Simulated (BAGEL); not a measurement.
# SiO2 (silicon dioxide molecule): PBE0/cc-pVTZ (density fitting with cc-pvqz-jkfit)

Aim: the energy change on altering one bond length of SiO2 (silicon dioxide molecule) at PBE0/cc-pVTZ (density fitting with cc-pvqz-jkfit), from 2 runs. 

The results are computed with BAGEL 1.2.2.

2 further runs of the same task are left out: 2 that didn't finish. Runs told in other sessions of the task aren't counted.

## 1. Starting point

SiO2 has 3 atoms, charge 0, and is taken as a singlet. SMILES: `O=[Si]=O`. The shape is that of a PBE0-D4/def2-TZVP optimisation.

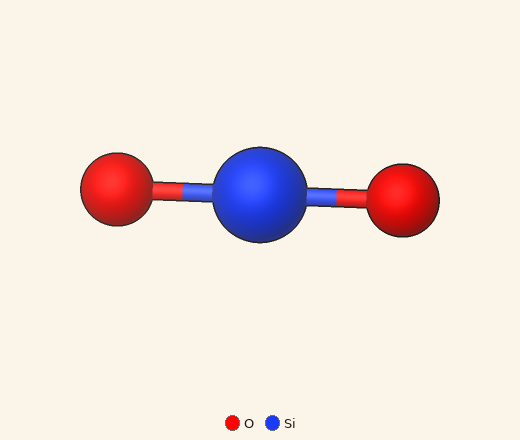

Viewed from a chosen angle; oxygen red, silicon blue.

## 2. The energy at PBE0/cc-pVTZ (density fitting with cc-pvqz-jkfit)

The input, input.json:

```json
{ "bagel" : [

{
  "title" : "molecule",
  "basis" : "cc-pvtz.json",
  "df_basis" : "cc-pvqz-jkfit",
  "angstrom" : "true",
  "geometry" : [
    { "atom" : "O", "xyz" : [       0.697730,       1.229600,       0.518760 ] },
    { "atom" : "Si", "xyz" : [      -0.000010,       0.000000,       0.000000 ] },
    { "atom" : "O", "xyz" : [      -0.697730,      -1.229610,      -0.518760 ] }
  ]
},

{
  "title" : "ks",
  "xc_func" : "pbe0",
  "charge" : 0
},

{
  "title" : "print",
  "file" : "orbitals.molden",
  "orbitals" : "true"
}

]}
```

The basis set cc-pVTZ is read from a file made from the Basis Set Exchange's data (not shown).

Launch:

```
BAGEL_NUM_THREADS=1 BAGEL input.json > input.out
```

What it wrote:

```text
* using 1 threads per process

  ===============================================================
  ===============================================================

  *** Geometry ***

  { "atom" : "O", "xyz" : [      1.318519,      2.323607,      0.980314 ] },
  { "atom" : "Si", "xyz" : [     -0.000019,      0.000000,      0.000000 ] },
  { "atom" : "O", "xyz" : [     -1.318519,     -2.323626,     -0.980314 ] },

  Number of auxiliary basis functions:      360

  Since a DF basis is specified, we compute 2- and 3-index integrals:
    o Being stored without compression. Storage requirement is 0.025 GB

  Number of basis functions:       94
  Number of electrons      :       30

    * METHOD: MOLECULE                             0.12

  *** Kohn-Sham DFT ***

    * Removing 3702 points whose weight is below 1.00e-10
    * Grid points: 41016

  === Nuclear Repulsion ===
    89.9564389481

       - DIIS with orbital gradients will be used.

  === KS iteration (pbe0 / cc-pvtz.json) ===
      0       -406.92335064          0.12572143           0.14
      1       -378.06464545          0.25668681           0.12
      2       -397.50959097          0.16597808           0.11
      3       -433.03933799          0.09815335           0.11
      4       -438.66262322          0.04684656           0.11
      5       -439.30172460          0.03271065           0.11
      6       -439.50706267          0.02440823           0.12
      7       -439.68713938          0.01042644           0.10
      8       -439.72532219          0.00327408           0.10
      9       -439.72829358          0.00144957           0.10
     10       -439.72906561          0.00007650           0.11
     11       -439.72906837          0.00000837           0.12
     12       -439.72906840          0.00000143           0.12
     13       -439.72906840          0.00000020           0.11
     14       -439.72906840          0.00000001           0.11
    * SCF iteration converged.

    * Permanent dipole moment:
           (    0.000021,    -0.000010,     0.000000) a.u.

    * METHOD: KS                                   1.87

    * METHOD: PRINT                                0.01

  ===============================================================
```

It took 2.2 s on 1 thread of Arm Neoverse V2, shared host; peak memory 0.21 GiB.

## 3. The distorted shape, same level

The input, input.json:

```json
{ "bagel" : [

{
  "title" : "molecule",
  "basis" : "cc-pvtz.json",
  "df_basis" : "cc-pvqz-jkfit",
  "angstrom" : "true",
  "geometry" : [
    { "atom" : "O", "xyz" : [    0.907039,    1.598457,    0.674378 ] },
    { "atom" : "Si", "xyz" : [   -0.000010,    0.000000,    0.000000 ] },
    { "atom" : "O", "xyz" : [   -0.697730,   -1.229610,   -0.518760 ] }
  ]
},
{
  "title" : "ks",
  "xc_func" : "pbe0"
},
{
  "title" : "print",
  "file" : "orbitals.molden",
  "orbitals" : "true"
}

]}
```

The basis set cc-pVTZ is read from a file made from the Basis Set Exchange's data (not shown).

Launch:

```
BAGEL_NUM_THREADS=1 BAGEL input.json > input.out
```

What it wrote:

```text
* using 1 threads per process

  ===============================================================
  ===============================================================

  *** Geometry ***

  { "atom" : "O", "xyz" : [      1.714055,      3.020646,      1.274390 ] },
  { "atom" : "Si", "xyz" : [     -0.000019,      0.000000,      0.000000 ] },
  { "atom" : "O", "xyz" : [     -1.318519,     -2.323626,     -0.980314 ] },

  Number of auxiliary basis functions:      360

  Since a DF basis is specified, we compute 2- and 3-index integrals:
    o Being stored without compression. Storage requirement is 0.025 GB

  Number of basis functions:       94
  Number of electrons      :       30

    * METHOD: MOLECULE                             0.13

  *** Kohn-Sham DFT ***

    * Removing 3346 points whose weight is below 1.00e-10
    * Grid points: 41372

  === Nuclear Repulsion ===
    79.4081368213

       - DIIS with orbital gradients will be used.

  === KS iteration (pbe0 / cc-pvtz.json) ===
      0       -402.17493542          0.11897043           0.16
      1       -315.01522022          0.29401582           0.12
      2       -397.94764097          0.12777702           0.12
      3       -402.85874632          0.09009441           0.12
      4       -413.67168397          0.09389412           0.12
      5       -439.36178663          0.02624523           0.11
      6       -438.04006155          0.07015780           0.11
      7       -439.40225195          0.02495624           0.12
      8       -439.50872281          0.01899771           0.12
      9       -439.59377220          0.01001028           0.12
     10       -439.63129300          0.00134858           0.12
     11       -439.63192405          0.00023738           0.12
     12       -439.63193672          0.00010807           0.12
     13       -439.63194106          0.00001018           0.12
     14       -439.63194110          0.00000208           0.12
     15       -439.63194110          0.00000045           0.12
     16       -439.63194110          0.00000085           0.12
     17       -439.63194110          0.00000005           0.12
     18       -439.63194110          0.00000002           0.12
     19       -439.63194110          0.00000001           0.12
    * SCF iteration converged.

    * Permanent dipole moment:
           (    0.164917,     0.290588,     0.122601) a.u.

    * METHOD: KS                                   2.57

    * METHOD: PRINT                                0.02

  ===============================================================
```

Run time: 2.9 s. Hardware: 1 thread of Arm Neoverse V2, shared host; peak memory 0.21 GiB.

## 4. What came out

At PBE0/cc-pVTZ (density fitting with cc-pvqz-jkfit):

```
                                                          quantity          value
                                         first shape: total energy  -439.72907 Eh
                                        first shape: dipole moment         0.00 D
                                          first shape: HOMO energy       -9.85 eV
                                          first shape: LUMO energy       -3.30 eV
                                        first shape: HOMO–LUMO gap        6.55 eV
                                     distorted shape: total energy  -439.63194 Eh
                                    distorted shape: dipole moment         0.90 D
                                      distorted shape: HOMO energy       -8.80 eV
                                      distorted shape: LUMO energy       -4.45 eV
                                    distorted shape: HOMO–LUMO gap        4.36 eV
energy change with the O1–Si2 bond stretched from 1.506 to 1.958 Å       2.643 eV
```

What this shows: With the O1–Si2 bond stretched from 1.506 to 1.958 Å the energy rises by 2.64 eV (61 kcal/mol).
